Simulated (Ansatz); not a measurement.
System: H$_{3}$Pt$_{2}$ (charge −1).

Input

```
crystal:
  periodic: [false, false, false]
  atoms:
    - {symbol: Pt, position_ang: [1.357647, -0.453849, 1.206047]}
    - {symbol: Pt, position_ang: [-0.578009, 0.032239, -0.308975]}
    - {symbol: H, position_ang: [-1.965982, 0.717531, -0.308736]}
    - {symbol: H, position_ang: [2.601463, 0.347888, 0.831121]}
    - {symbol: H, position_ang: [-1.415118, -0.643808, -1.419446]}
basis:
  gaussian: {orbitals: def2-TZVPD, initial_orbitals: start.molden}
total_charge: -1
hamiltonian: {xc: pbe0, dispersion: d4}
output: {orbitals: {seedname: orbitals}}
```

Launched as:

```sh
ansatz run in.yaml --threads 4 --pin off --events-out ev --progress --plain --max-ram 3916MiB
```

Geometry: r2SCAN-D4/def2-TZVPD; core potentials replace the inner electrons of Pt.

Method: RKS PBE0-D4/def2-TZVPD in Ansatz.

> What will maps of the electron density and electron localisation function show?

Pt–Pt (2.51 Å): the density is about 0.6 e/Å³ at the midpoint; the ELF is about 0.30 at the midpoint.
Pt–H (1.55 Å): ρ at the midpoint is about 2.3 e/Å³; the ELF climbs to about 1 towards the hydrogen.

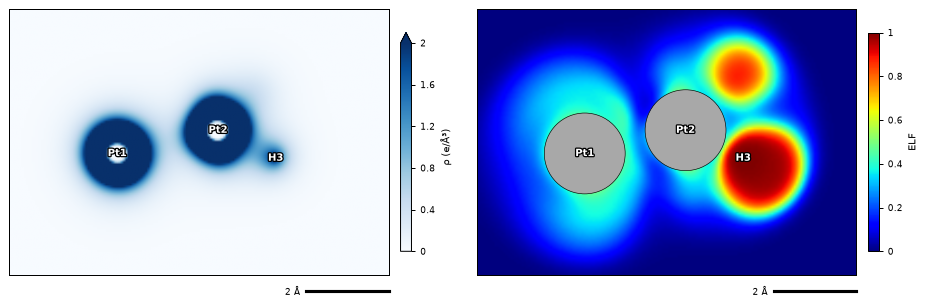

Computed electron density and electron localisation function on the plane of atoms Pt1, Pt2 and H3, in this order. Grey discs cover the atomic cores in the ELF map. 
